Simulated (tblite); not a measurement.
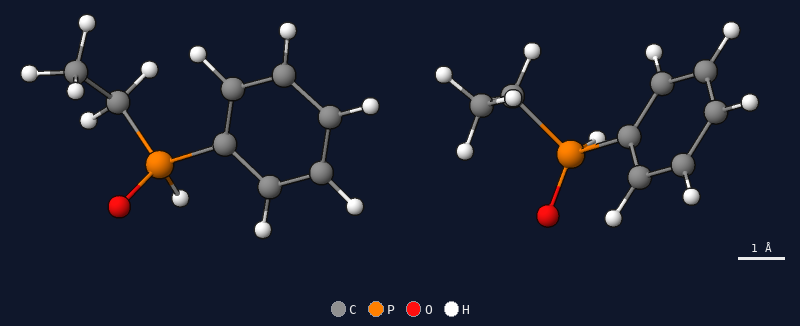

Two geometries of C₈H₁₁OP, drawn at one scale. One is the start of a relaxation, the other its converged end. A ball-and-stick model, seen at a tilt.

All numbers below come from GFN2-xTB geometry optimisation, gas phase in tblite. 

> Which one is relaxed?

The right one is the relaxed one. The largest move after the best rigid fit is that of an H atom, 2.22 Å. Largest moves by element: H 2.22 Å, O 1.53 Å, C 1.20 Å, P 0.72 Å. Some distances before and after: O–P 1.525 → 1.463 Å, C–P 1.784 → 1.838 Å, C–H 1.139 → 1.093 Å, C–C 1.485 → 1.521 Å. Among the angles between lasting bonds that change: C–C–P 116.6° → 108.3°, C–P–C 114.3° → 106.5°, O–P–H 106.3° → 114.1°. Groups turn about C–P by about 90°, C–C by about 55°. After 209 geometry steps the energy has fallen by 14.4 kcal/mol.
